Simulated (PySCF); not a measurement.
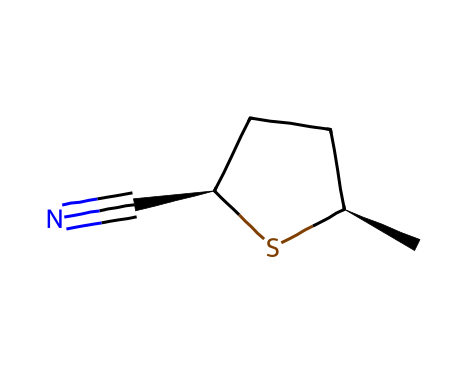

2D structure.

**Transcribe the drawing into SMILES.**

C[C@@H]1CC[C@H](C#N)S1

**What is the molecular formula?**

C6H9NS.

**An optimisation with PBE0-D3(BJ)/def2-SVP gave a structure of which point group?**

C1.

More results for the same structure follow; atom numbers are the same in all pictures, views and colours differ. The computed structure is the end point of a PBE0-D3(BJ)/def2-SVP optimisation. No frequency run is at hand to confirm it as a minimum.

### Levels of theory compared

No frequency run is at hand to confirm it as a minimum. Program: PySCF 2.14.0.

Tabulate HOMO energy (eV), dipole (D) at these levels: PBE0/pcSseg-1 in acetonitrile (IEF-PCM); PBE0/pcSseg-1 in chloroform (IEF-PCM); ωB97X-D/def2-SVPD; ωB97X-D/def2-SVPD in acetonitrile (IEF-PCM); ωB97X-D/def2-SVPD in chloroform (IEF-PCM).

```csv
level,HOMO energy (eV),dipole (D)
PBE0/pcSseg-1 in acetonitrile (IEF-PCM),−6.89,5.92
PBE0/pcSseg-1 in chloroform (IEF-PCM),−6.88,5.50
ωB97X-D/def2-SVPD,−8.78,4.58
ωB97X-D/def2-SVPD in acetonitrile (IEF-PCM),−8.74,6.15
ωB97X-D/def2-SVPD in chloroform (IEF-PCM),−8.73,5.67
```

### Excitation

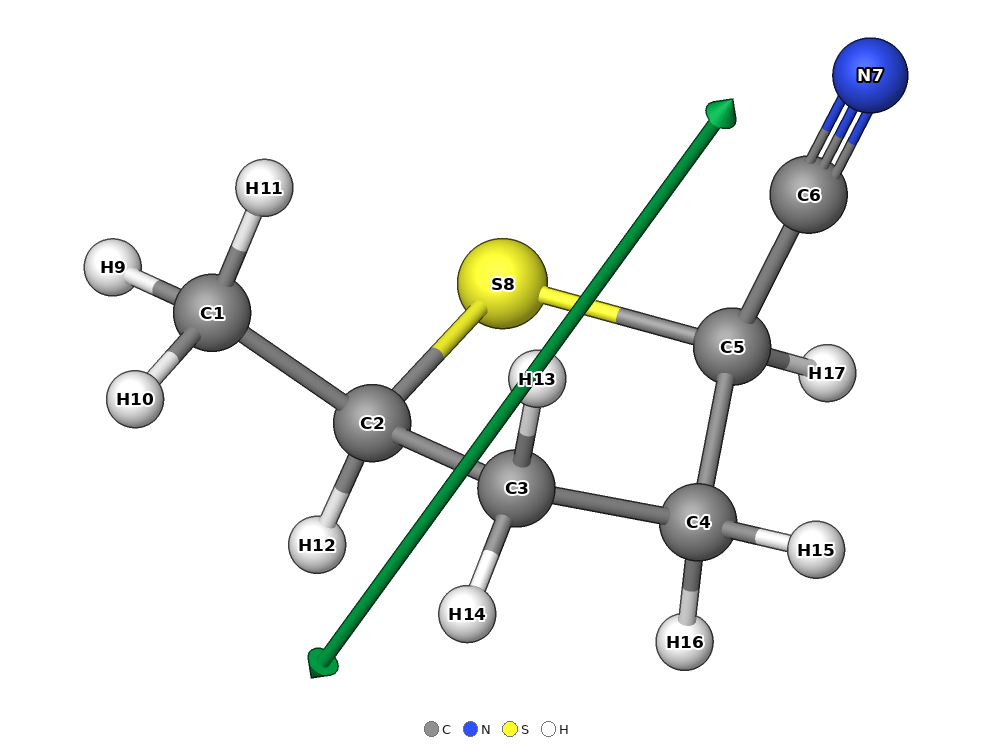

The double arrow shows the direction of the transition dipole to excited singlet state 2 (its length means nothing). No frequency run is at hand to confirm it as a minimum. Level of theory: TDDFT ωB97X-D/def2-SVPD, vertical, IEF-PCM acetonitrile (non-equilibrium linear response), core orbitals frozen in the response (PySCF 2.14.0).

**Where does the transition lie, and how strong is it?**

6.30 eV (197 nm), oscillator strength 0.029, mainly HOMO → LUMO+2 (weight 0.69); transition dipole 1.11 D.

### Ring current

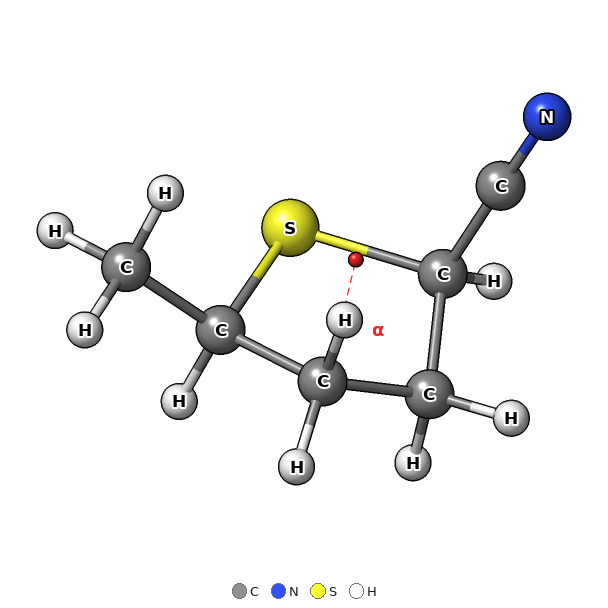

The small points mark where nucleus-independent chemical shifts (NICS) were computed: at the centre of each lettered ring and 1 Å above and below it. No frequency run is at hand to confirm it as a minimum. Method: GIAO PBE0/pcSseg-1 NMR shielding, non-relativistic, IEF-PCM chloroform (PySCF 2.14.0).

Give NICS(0), NICS(1) and the out-of-plane component NICS(1)zz for each ring (means of the two sides).

```
ring  members  NICS(0)  NICS(1)  NICS(1)zz
   α      C4S     −8.8     −4.7       −4.1
```

Values in ppm.

**What do the values say about the ring currents?**

Ring α: weak, as in a non-aromatic ring. NICS is one index among several.
